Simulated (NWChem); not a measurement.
# RbLi (SMILES [Li][Rb]): M06-2X/def2-TZVPP (core potential)

Aim: the energy change on altering one bond length of RbLi at M06-2X/def2-TZVPP (core potential), from 2 runs. 

Program for the calculation: NWChem 7.3.0.

## 1. The structure to begin with

The species is RbLi (2 atoms), meant as a singlet with charge 0. As SMILES, `[Li][Rb]`. The coordinates come from a PBE0-D4/def2-TZVP relaxation.

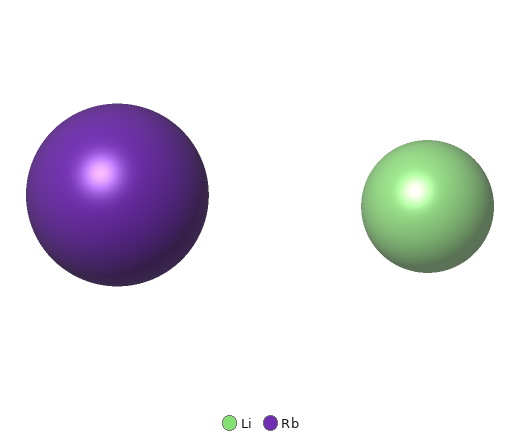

The structure, seen from a chosen angle (lithium green, rubidium purple).

## 2. Energy and gradient at M06-2X/def2-TZVPP (core potential)

File work.nw:

```
start work
title "LiRb M06-2X"
memory total 2200 mb
charge 0

geometry units atomic noautosym nocenter noautoz
  Li   0.00000000   0.00000000  -0.38051525
  Rb   0.00000000   0.00000000   6.33385174
end

basis spherical bse
  * library def2-TZVPP
end

ecp bse
  Rb library def2-TZVPP
end

dft
  xc m06-2x
  grid xfine
  convergence energy 1e-08
  iterations 100
  mulliken
  print medium
end

task dft gradient
```

Started as:

```console
$ nwchem work.nw > work.out
```

The log of the run:

```text
[...]
          Wavefunction type:  closed shell.
          No. of atoms     :     2
          No. of electrons :    12
[...]
          Charge           :     0
          Spin multiplicity:     1
[...]
          AO basis - number of functions:    59
[...]
              XC Information
              --------------
                       M06-2X Method XC Functional
                     Hartree-Fock (Exact) Exchange  0.540
                        M06-2X Exchange Functional  1.000
                      M06-2X Correlation Potential  1.000
[...]
 d= 0,ls=0.0,diis     1    -31.5520531305 -3.56D+01  8.16D-03  5.51D-02     3.6
[...]
 d= 0,ls=0.0,diis    10    -31.5334283566 -6.82D-09  6.61D-06  1.89D-09    26.5
         Total DFT energy =      -31.533428356608
      One electron energy =      -57.418439143746
           Coulomb energy =       27.332796798277
    Exchange-Corr. energy =       -5.469013930347
 Nuclear repulsion energy =        4.021227919209
[...]
      Total Density - Mulliken Population Analysis
     ---------------------------------------------
    Atom       Charge   Shell Charges
 -----------   ------   -------------------------------------------------------
    1 Li   3     3.08   0.37  1.26  0.34  0.51  0.56  0.00  0.00  0.03  0.00
    2 Rb   9     8.92   0.03 -0.30  1.48  0.78  0.77  0.11  4.78  1.18  0.07  0.01  0.00  0.01  0.00  0.00
[...]
  wavefunction    = closed shell
                         DFT ENERGY GRADIENTS
    atom               coordinates                        gradient
                 x          y          z           x          y          z
   1 Li      0.000000   0.000000  -0.380515   -0.000000  -0.000000  -0.002048
   2 Rb      0.000000   0.000000   6.333852    0.000000   0.000000   0.002048
[...]
```

Wall time 34 s (1 thread of AMD EPYC, shared host); peak memory 0.12 GiB.

## 3. The distorted shape: a single-point energy at M06-2X/def2-TZVPP (core potential)

File lirb.nw:

```
start lirb
title "LiRb"
memory 2200 mb

geometry units angstrom noautosym nocenter noautoz
 Li     0.000000     0.000000    -0.734370
 Rb     0.000000     0.000000     3.351730
end

basis spherical bse
 * library def2-TZVPP
end

ecp bse
 Rb library def2-TZVPP
end

dft
 xc m06-2x
 grid xfine
 convergence energy 1e-08
 iterations 100
 mulliken
 print medium
end

task dft energy
```

Started as:

```console
$ nwchem lirb.nw > lirb.out
```

The log of the run:

```text
[...]
          Wavefunction type:  closed shell.
          No. of atoms     :     2
          No. of electrons :    12
[...]
          Charge           :     0
          Spin multiplicity:     1
[...]
          AO basis - number of functions:    59
[...]
              XC Information
              --------------
                       M06-2X Method XC Functional
                     Hartree-Fock (Exact) Exchange  0.540
                        M06-2X Exchange Functional  1.000
                      M06-2X Correlation Potential  1.000
[...]
 d= 0,ls=0.0,diis     1    -31.5500552056 -3.50D+01  9.29D-03  5.45D-02     3.1
[...]
 d= 0,ls=0.0,diis    10    -31.5287324174 -4.26D-09  1.27D-06  6.78D-11    27.7
         Total DFT energy =      -31.528732417440
      One electron energy =      -56.332582759249
           Coulomb energy =       26.762708213595
    Exchange-Corr. energy =       -5.455538257236
 Nuclear repulsion energy =        3.496680385451
[...]
      Total Density - Mulliken Population Analysis
     ---------------------------------------------
    Atom       Charge   Shell Charges
 -----------   ------   -------------------------------------------------------
    1 Li   3     3.05   0.37  1.26  0.35  0.47  0.58  0.00  0.00  0.02  0.00
    2 Rb   9     8.95   0.03 -0.30  1.48  0.78  0.75  0.14  4.78  1.18  0.08  0.02  0.00  0.01  0.00  0.00
[...]
```

Wall time 29 s (1 thread of AMD EPYC, shared host); peak memory 0.12 GiB.

## 4. Results

Level: M06-2X/def2-TZVPP (core potential).

```
                                                           quantity         value
                                          first shape: total energy  -31.53343 Eh
                                         first shape: dipole moment        2.68 D
                                           first shape: HOMO energy      -3.72 eV
                                           first shape: LUMO energy      -1.03 eV
                                         first shape: HOMO–LUMO gap       2.69 eV
                              first shape: largest force on an atom    0.105 eV/Å
                                      distorted shape: total energy  -31.52873 Eh
                                     distorted shape: dipole moment        3.14 D
                                       distorted shape: HOMO energy      -3.57 eV
                                       distorted shape: LUMO energy      -1.15 eV
                                     distorted shape: HOMO–LUMO gap       2.42 eV
energy change with the Li1–Rb2 bond stretched from 3.553 to 4.086 Å      0.128 eV
```

What this shows: With the Li1–Rb2 bond stretched from 3.553 to 4.086 Å the energy rises by 0.13 eV (12.3 kJ/mol). The first shape isn't relaxed at this level, so the change isn't measured from a minimum.
